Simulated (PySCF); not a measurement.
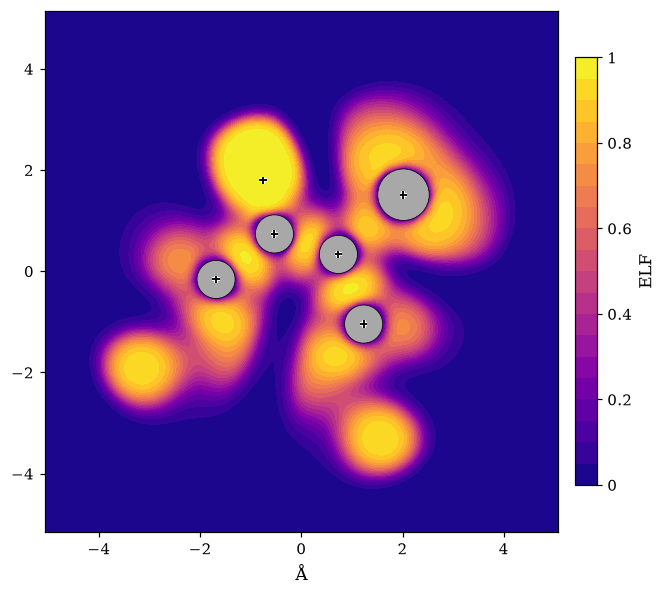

The ELF on a plane through atoms (crosses mark nuclei in the plane; grey discs cover the cores).

Level of theory: PBE0/pcSseg-1, SCF density, gas phase, non-relativistic (PySCF).

Candidates:
A. C8H7Cl (SMILES ClC1=C/C=C\C=C/C=C\1)
B. C8H11FO3
C. C6H5PS (SMILES C#CPc1cccs1)

Q: Which candidate gave the map?

A: Candidate A: C8H7Cl on the plane of atoms Cl1, C2 and C3, which holds Cl, C and H. C–C (1.33 Å): the ELF peaks at about 0.90 between the atoms; a multiple bond. C–Cl (1.75 Å): the ELF peaks at about 0.90 between the atoms, as expected for localised, covalent bonding.
